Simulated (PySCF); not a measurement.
**C4H8N2Si: density, localisation and related maps**

```yaml
atoms:
  - { symbol: N, position_ang: [2.3549, 0.9584, 0.1497] }
  - { symbol: Si, position_ang: [1.6247, -0.5686, -0.1423] }
  - { symbol: N, position_ang: [-0.0913, -0.2586, -0.0304] }
  - { symbol: C, position_ang: [-1.0528, -1.1632, 0.3273] }
  - { symbol: C, position_ang: [-2.2827, -0.5901, 0.2198] }
  - { symbol: C, position_ang: [-2.0775, 0.7348, -0.2330] }
  - { symbol: C, position_ang: [-0.7338, 0.8984, -0.3774] }
  - { symbol: H, position_ang: [2.0319, 1.5214, 0.9209] }
  - { symbol: H, position_ang: [3.3512, 1.0504, 0.0453] }
  - { symbol: H, position_ang: [1.8781, -1.6430, 0.8244] }
  - { symbol: H, position_ang: [2.0060, -0.9476, -1.5026] }
  - { symbol: H, position_ang: [-0.7778, -2.1529, 0.6353] }
  - { symbol: H, position_ang: [-3.2272, -1.0494, 0.4390] }
  - { symbol: H, position_ang: [-2.8377, 1.4673, -0.4242] }
  - { symbol: H, position_ang: [-0.1705, 1.7506, -0.7010] }
```

Geometry: GFN2-xTB.

The calculation used PySCF 2.14.0, PBE0/pcSseg-1, SCF density, gas phase, non-relativistic.

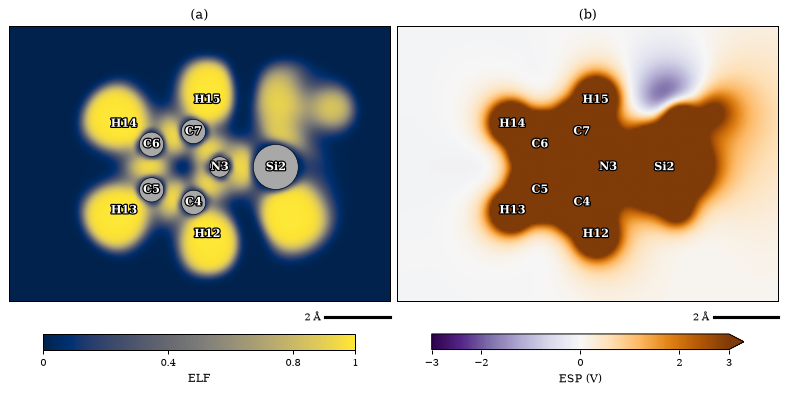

Figure 1. (a) electron localisation function; (b) electrostatic potential on the plane of atoms C5, C4 and H12. Grey discs cover the atomic cores in the ELF map.

> Read the bonding off the picture.

- The plane passes through Si, N, C and H nuclei.
- C–C (1.36 Å): the ELF peaks at about 0.95 between the atoms, as expected for localised, covalent bonding.
- C–N (1.37 Å): the ELF peaks at about 0.90 between the atoms (a covalent bond).
- Si–N (1.75 Å): the ELF peaks at about 0.95 between the atoms (a shared but strongly polarised pair).
- C–C (1.42 Å): the ELF peaks at about 0.95 between the atoms: localised, covalent bonding.
- C–H (1.07 Å): the ELF climbs to about 1 towards the hydrogen, as it does in any bond to H; a covalent bond by its length.
- The ELF also peaks beside N1, away from the bonds: lone-pair regions.
- Outside the dense part of the molecule the potential is most negative (−1.8 V) near N1, which lies off the plane.

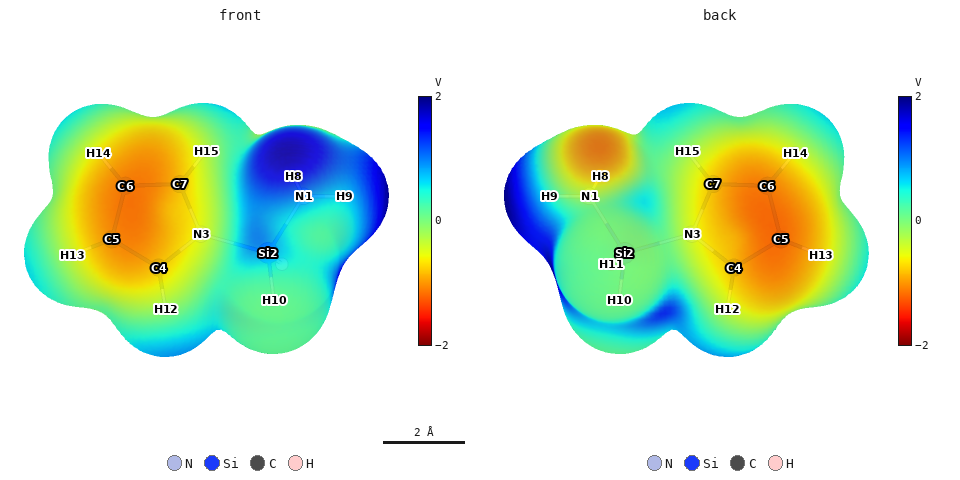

Figure 2. The molecular electrostatic potential painted on the density surface at 0.002 e/bohr³, seen from the front and from behind; red is negative and blue positive.

> Which sites attract a positive test charge, and which a negative one?

A positive charge is drawn to the negative regions and a negative charge to the positive ones. The most negative region (about −1.2 V) lies over the π face of C5 and C6, the most positive (about +1.9 V) over Si2 and H9.
